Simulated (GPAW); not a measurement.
Spin states calculation of CH5AlF (charge −1) (part 2 of 3)

CH5AlF, charge −1, SMILES F[CH2][AlH3-]; revPBE/dzp, scalar-relativistic datasets (GPAW 26.7.0). The geometry comes from this level: GFN2-xTB.

Geometry of the input (Å):
```
F  -1.3390  1.3601  -1.0942
C  -0.5807  0.1935  -0.8203
Al 0.5778  -0.1439  0.8659
H  0.0622  0.0843  -1.7163
H  -1.3204  -0.6261  -0.9143
H  -0.3152  -0.1707  2.1996
H  1.1423  -1.6189  0.5015
H  1.7730  0.9218  0.9781
```

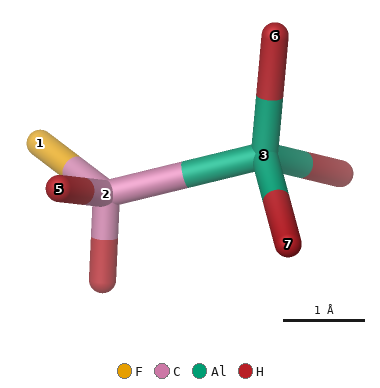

*The structure (stick view, seen at an oblique angle; atoms are numbered from 1 in the order of the input). Sticks mark near contacts.*

What the program printed, continued
```
    LCAO basis set for F:
      Name: dzp
      File: F.dzp.basis.gz
      Number of radial functions: 5
      Number of spherical harmonics: 13
        l=0, rc=3.8594 Bohr: 2s-sz confined orbital
        l=1, rc=4.8750 Bohr: 2p-sz confined orbital
        l=0, rc=2.0156 Bohr: 2s-dz split-valence wave
        l=1, rc=2.6094 Bohr: 2p-dz split-valence wave
        l=2, rc=4.8750 Bohr: d-type Gaussian polarization
      Number of RI-basis functions 0

  C:
    name:    Carbon
    Z:       6.0
    valence: 4
    core:    2
    charge:  0.0  # [|e|]
    file:    C.revPBE.gz
    compensation charges:
      type: gauss
      rc: 0.20  # [Å]
      lmax: 2
    cutoffs:
      filter: 1.14  # [Å]
      core: 1.14  # [Å]
    projectors
    | kind |    occ | energy [eV] | rcut [Å] |
    |------|--------|-------------|----------|
    |   2s |  2.000 |     -13.783 |    0.635 |
    |   2p |  2.000 |      -5.237 |    0.635 |
    |    s |        |      13.429 |    0.635 |
    |    p |        |      21.974 |    0.635 |
    |    d |        |       0.000 |    0.635 |

    LCAO basis set for C:
      Name: dzp
      File: C.dzp.basis.gz
      Number of radial functions: 5
      Number of spherical harmonics: 13
        l=0, rc=5.5469 Bohr: 2s-sz confined orbital
        l=1, rc=6.6719 Bohr: 2p-sz confined orbital
        l=0, rc=3.0312 Bohr: 2s-dz split-valence wave
        l=1, rc=3.7500 Bohr: 2p-dz split-valence wave
        l=2, rc=6.6719 Bohr: d-type Gaussian polarization
      Number of RI-basis functions 0

  Al:
    name:    Aluminium
    Z:       13.0
    valence: 3
    core:    10
    charge:  0.0  # [|e|]
    file:    Al.revPBE.gz
    compensation charges:
      type: gauss
      rc: 0.34  # [Å]
      lmax: 2
    cutoffs:
      filter: 1.91  # [Å]
      core: 2.36  # [Å]
    projectors
    | kind |    occ | energy [eV] | rcut [Å] |
    |------|--------|-------------|----------|
    |   3s |  2.000 |      -7.723 |    1.085 |
    |   3p |  1.000 |      -2.699 |    1.085 |
    |    s |        |      19.489 |    1.085 |
    |    p |        |      24.513 |    1.085 |
    |    d |        |       0.000 |    1.085 |

    LCAO basis set for Al:
      Name: dzp
      File: Al.dzp.basis.gz
      Number of radial functions: 5
      Number of spherical harmonics: 13
        l=0, rc=7.8750 Bohr: 3s-sz confined orbital
        l=1, rc=10.4219 Bohr: 3p-sz confined orbital
        l=0, rc=4.6094 Bohr: 3s-dz split-valence wave
        l=1, rc=6.2812 Bohr: 3p-dz split-valence wave
        l=2, rc=10.4219 Bohr: d-type Gaussian polarization
      Number of RI-basis functions 0

  H:
    name:    Hydrogen
    Z:       1.0
    valence: 1
    core:    0
    charge:  0.0  # [|e|]
    file:    H.revPBE.gz
    compensation charges:
      type: gauss
      rc: 0.15  # [Å]
      lmax: 2
    cutoffs:
      filter: 0.85  # [Å]
      core: 0.53  # [Å]
    projectors
    | kind |    occ | energy [eV] | rcut [Å] |
    |------|--------|-------------|----------|
    |   1s |  1.000 |      -6.547 |    0.476 |
    |    s |        |      20.664 |    0.476 |
    |    p |        |       0.000 |    0.476 |

    LCAO basis set for H:
      Name: dzp
      File: H.dzp.basis.gz
      Number of radial functions: 3
      Number of spherical harmonics: 5
        l=0, rc=6.4219 Bohr: 1s-sz confined orbital
        l=0, rc=3.6094 Bohr: 1s-dz split-valence wave
        l=1, rc=6.4219 Bohr: p-type Gaussian polarization
      Number of RI-basis functions 0

Reference energy: -10413.774084  # eV

eigensolver:
  <gpaw.new.lcao.eigensolver.LCAOEigensolver object at 0x78962e3a4ce0>
density mixing:
  MSR1-Mixer
  Pratt-step length: 0.05
  Maximum mixing coefficient: 0.75
  Old densities: 10
  SVD Regularization: 0.005
  Good broyden scale: 1.0
  Trust region scale: 1.0
  Backstep threshold: 4.0
  History deletion threshold: 6.0
  Fourier metric: weight=20.0, sigma=0.015

occupation numbers:
  # Zero width

FastPoissonSolver using
    Stencil: 6*3+1=19 point O(h^6) finite-difference Laplacian
    FFT axes: []
    FST axes: [np.int64(0), np.int64(1), np.int64(2)]

xc functional:
  name: revPBE with 2 nearest neighbor stencil
interpolation: tri-quintic # 5. degree polynomial

Initialization done in: 16.089 s

convergence criteria:
- Maximum [total energy] change in last 3 cyles: 0.0005 eV / valence electron
- Maximum integral of absolute [dens]ity change: 0.0001 electrons / valence electron
- Maximum integral of absolute [eigenst]ate change: 4e-08 eV^2 / valence electron
maximum number of iterations: 150

SCF iterations
|iter     |     time |      energy | eigst |  dens |
|---------|----------|-------------|-------|-------|
|iter:   1| 00:00:16 |  -32.946544 |      c|       |
|iter:   2| 00:00:18 |  -32.790651 |      c| -0.76 |
|iter:   3| 00:00:19 |  -31.897011 |      c| -0.79 |
|iter:   4| 00:00:21 |  -31.895275 |      c| -1.44 |
|iter:   5| 00:00:23 |  -31.896206c|      c| -1.99 |
|iter:   6| 00:00:24 |  -31.896197c|      c| -2.62 |
|iter:   7| 00:00:26 |  -31.896199c|      c| -3.27 |
|iter:   8| 00:00:27 |  -31.896200c|      c| -3.89 |
|iter:   9| 00:00:29 |  -31.896200c|      c| -4.45c|

Converged in 9 steps
SCF loop duration: 13.276 s (1.475 s/step)
Energy contributions relative to reference atoms: (reference = -10413.774084)

Energy contributions:
  Kinetic:          40.472126
  Coulomb:         -36.076295
  Zero:              0.450755
  External:          0.000000
  Xc:              -36.742784
  Entropy:           0.000000
  Spinorbit:         0.000000
  ----------------------------
  Free energy:     -31.896200
  Extrapolated:    -31.896200

dipole moment: (-7.566633, -7.753401, -7.851427)  # |e|*Ang

Fermi level: 2.611
Eigenvalues  # (at kpt = [0.000, 0.000, 0.000])
| band index |      eig [eV] | occ [0-2] |
|------------|---------------|-----------|
|          0 |       -23.926 |     2.000 |
|        ... |               |           |
|          2 |        -6.096 |     2.000 |
|          3 |        -5.760 |     2.000 |
|          4 |        -4.951 |     2.000 |
|          5 |        -3.582 |     2.000 |
|          6 |        -2.343 |     2.000 |
|          7 |        -1.135 |     2.000 |
|          8 |        -1.079 |     2.000 |
|          9 |        -0.388 |     2.000 |
|         10 |         5.610 |     0.000 |
|         11 |         6.171 |     0.000 |
|         12 |         6.828 |     0.000 |
|         13 |         7.160 |     0.000 |
|         14 |         8.126 |     0.000 |
|         15 |         8.185 |     0.000 |

Gap: 5.998 eV
Transition (v -> c):
  (s=0, k=0, n=9, [0.00, 0.00, 0.00]) -> (s=0, k=0, n=10, [0.00, 0.00, 0.00])
No difference between direct/indirect transitions
vacuum-level: 0.000  # V
singlet       -31.89620 eV
  __  _  _
 | _ |_)|_||  |
 |__||  | ||/\| - 26.7.0

units:  Angstrom and eV
cores:  1
OpenMP: False

Versions:
  Python: 3.12.14
  ASE:    3.29.0
  Numpy:  2.5.5
  Scipy:  1.18.1
  Libxc:  7.0.0

        _gpaw.cpython-312-x86_64-linux-gnu.so

Input parameters:
  mode=LCAO(),
  basis={'default': 'dzp'},
  charge=-1,
  h=0.2,
  maxiter=150,
  occupations=Occupations(name='fermi-dirac', width=0.0, fixmagmom=True),
  symmetry=Symmetry(point_group=False, time_reversal=False),
  xc=XC(name='revPBE')

timing:  # [seconds]
  Total: 29.448  # ━━━━━━━━━━━━━━━━━━━━━━━━━━━━━━━━━━━━━━━━━━━━━━━━━━━━━━━━━━
  Init:  16.088  # ━━━━━━━━━━━━━━━━━━━━━━━━━━━━━━━╸
  SCF:   13.276  # ━━━━━━━━━━━━━━━━━━━━━━━━━━

Max RSS: 1124.664  # MiB
          .------------------------------------.
         /|                                    |
        / |                                    |
       /  |                                    |
      /   |                                    |
     /    |                                    |
    /     |                                    |
   /      |                                    |
  /       |                                    |
 *        |                                    |
 |        |                                    |
 |        |            H                       |
 |        |                 H                  |
 |        |              Al                    |
 |        |          F   H                     |
 |        |         H C                        |
 |        |             H                      |
 |        |                                    |
 |        .------------------------------------.
 |       /                                    /
 |      /                                    /
 |     /                                    /
 |    /                                    /
 |   /                                    /
 |  /                                    /
 | /                                    /
 |/                                    /
 *------------------------------------*

Atoms  # Å, Bohr magnetons
|   | symbol |        x |        y |        z |    initial magnetic moments |
|---|--------|----------|----------|----------|-----------------------------|
| 0 |      F | 5.944025 | 8.989495 | 6.164105 | ( 0.0000,  0.0000,  0.2500) |
| 1 |      C | 6.702305 | 7.822865 | 6.438095 | ( 0.0000,  0.0000,  0.2500) |
| 2 |     Al | 7.860855 | 7.485515 | 8.124195 | ( 0.0000,  0.0000,  0.2500) |
| 3 |      H | 7.345265 | 7.713675 | 5.542045 | ( 0.0000,  0.0000,  0.2500) |
| 4 |      H | 5.962655 | 7.003245 | 6.344085 | ( 0.0000,  0.0000,  0.2500) |
| 5 |      H | 6.967765 | 7.458655 | 9.457955 | ( 0.0000,  0.0000,  0.2500) |
| 6 |      H | 8.425275 | 6.010505 | 7.759825 | ( 0.0000,  0.0000,  0.2500) |
| 7 |      H | 9.055975 | 8.551195 | 8.236455 | ( 0.0000,  0.0000,  0.2500) |

Unit cell  # Å
| periodic |         x |         y |         z |   lengths |    angles |
|----------|-----------|-----------|-----------|-----------|-----------|
|       no | 15.000000 |  0.000000 |  0.000000 | 15.000000 | 90.000000 |
|       no |  0.000000 | 15.000000 |  0.000000 | 15.000000 | 90.000000 |
|       no |  0.000000 |  0.000000 | 15.000000 | 15.000000 | 90.000000 |

Number of symmetries: 1
Symmetry operations  # r_c * U_cc + t_c -> r_c
|   | kind |            matrix            |
|---|------|------------------------------|
| 0 |  E   |  1, 0, 0,  0, 1, 0,  0, 0, 1 |

BZ-sampling:
  Number of BZ points: 1
  Number of IBZ points: 1

  Monkhorst-Pack size: [1, 1, 1]
  Monkhorst-Pack shift: [0, 0, 0]

K-points  # in reciprocal-cell coordinates
|   |                                coordinates |     weight |
|---|--------------------------------------------|------------|
| 0 | (  0.00000000,   0.00000000,   0.00000000) | 1.00000000 |

basis functions: 64
Spin-components: 2 (collinear spins)
Bands:           17
Projectors:      30
Spin-degeneracy: 1
Datatype:        <class 'float'>

  Storage: CPU
  Wave functions: 17_408 bytes (17_408 per core)

Parallelization:
  kpt:    1
  domain: 1
  band:   1

Density:
  Valence electrons: 19.0
  Components: 2
  Grid points: [76 76 76]
  Charge: -1.0  # |e|

Potential:
  Grid points: [76 76 76]

species:
  F:
    name:    Fluorine
    Z:       9.0
    valence: 7
    core:    2
    charge:  0.0  # [|e|]
    file:    F.revPBE.gz
    compensation charges:
      type: gauss
      rc: 0.20  # [Å]
      lmax: 2
    cutoffs:
      filter: 1.14  # [Å]
      core: 0.74  # [Å]
    projectors
    | kind |    occ | energy [eV] | rcut [Å] |
    |------|--------|-------------|----------|
    |   2s |  2.000 |     -29.933 |    0.635 |
    |   2p |  5.000 |     -11.043 |    0.635 |
    |    s |        |      -2.721 |    0.635 |
    |    p |        |      16.168 |    0.635 |
    |    d |        |       0.000 |    0.635 |

    LCAO basis set for F:
      Name: dzp
      File: F.dzp.basis.gz
      Number of radial functions: 5
      Number of spherical harmonics: 13
        l=0, rc=3.8594 Bohr: 2s-sz confined orbital
        l=1, rc=4.8750 Bohr: 2p-sz confined orbital
        l=0, rc=2.0156 Bohr: 2s-dz split-valence wave
        l=1, rc=2.6094 Bohr: 2p-dz split-valence wave
        l=2, rc=4.8750 Bohr: d-type Gaussian polarization
      Number of RI-basis functions 0

  C:
    name:    Carbon
    Z:       6.0
    valence: 4
    core:    2
    charge:  0.0  # [|e|]
    file:    C.revPBE.gz
    compensation charges:
      type: gauss
      rc: 0.20  # [Å]
      lmax: 2
    cutoffs:
      filter: 1.14  # [Å]
      core: 1.14  # [Å]
    projectors
    | kind |    occ | energy [eV] | rcut [Å] |
    |------|--------|-------------|----------|
    |   2s |  2.000 |     -13.783 |    0.635 |
    |   2p |  2.000 |      -5.237 |    0.635 |
    |    s |        |      13.429 |    0.635 |
    |    p |        |      21.974 |    0.635 |
    |    d |        |       0.000 |    0.635 |

    LCAO basis set for C:
      Name: dzp
      File: C.dzp.basis.gz
      Number of radial functions: 5
      Number of spherical harmonics: 13
        l=0, rc=5.5469 Bohr: 2s-sz confined orbital
        l=1, rc=6.6719 Bohr: 2p-sz confined orbital
        l=0, rc=3.0312 Bohr: 2s-dz split-valence wave
        l=1, rc=3.7500 Bohr: 2p-dz split-valence wave
        l=2, rc=6.6719 Bohr: d-type Gaussian polarization
      Number of RI-basis functions 0

  Al:
    name:    Aluminium
    Z:       13.0
    valence: 3
    core:    10
    charge:  0.0  # [|e|]
    file:    Al.revPBE.gz
    compensation charges:
      type: gauss
      rc: 0.34  # [Å]
      lmax: 2
    cutoffs:
      filter: 1.91  # [Å]
      core: 2.36  # [Å]
    projectors
    | kind |    occ | energy [eV] | rcut [Å] |
    |------|--------|-------------|----------|
    |   3s |  2.000 |      -7.723 |    1.085 |
    |   3p |  1.000 |      -2.699 |    1.085 |
    |    s |        |      19.489 |    1.085 |
    |    p |        |      24.513 |    1.085 |
    |    d |        |       0.000 |    1.085 |

    LCAO basis set for Al:
      Name: dzp
      File: Al.dzp.basis.gz
      Number of radial functions: 5
      Number of spherical harmonics: 13
        l=0, rc=7.8750 Bohr: 3s-sz confined orbital
        l=1, rc=10.4219 Bohr: 3p-sz confined orbital
        l=0, rc=4.6094 Bohr: 3s-dz split-valence wave
        l=1, rc=6.2812 Bohr: 3p-dz split-valence wave
        l=2, rc=10.4219 Bohr: d-type Gaussian polarization
      Number of RI-basis functions 0

  H:
    name:    Hydrogen
    Z:       1.0
    valence: 1
    core:    0
    charge:  0.0  # [|e|]
    file:    H.revPBE.gz
    compensation charges:
      type: gauss
      rc: 0.15  # [Å]
      lmax: 2
    cutoffs:
      filter: 0.85  # [Å]
      core: 0.53  # [Å]
    projectors
    | kind |    occ | energy [eV] | rcut [Å] |
    |------|--------|-------------|----------|
    |   1s |  1.000 |      -6.547 |    0.476 |
    |    s |        |      20.664 |    0.476 |
    |    p |        |       0.000 |    0.476 |

    LCAO basis set for H:
      Name: dzp
      File: H.dzp.basis.gz
      Number of radial functions: 3
      Number of spherical harmonics: 5
        l=0, rc=6.4219 Bohr: 1s-sz confined orbital
        l=0, rc=3.6094 Bohr: 1s-dz split-valence wave
        l=1, rc=6.4219 Bohr: p-type Gaussian polarization
      Number of RI-basis functions 0

Reference energy: -10413.774084  # eV

eigensolver:
  <gpaw.new.lcao.eigensolver.LCAOEigensolver object at 0x78962e4c5220>
density mixing:
  MSR1-Mixer
  Pratt-step length: 0.05
  Maximum mixing coefficient: 0.75
  Old densities: 10
  SVD Regularization: 0.005
  Good broyden scale: 1.0
  Trust region scale: 1.0
  Backstep threshold: 4.0
  History deletion threshold: 6.0
  Fourier metric: weight=20.0, sigma=0.015

occupation numbers:
  Fixed magnetic moment: 2.000
  # Zero width
```
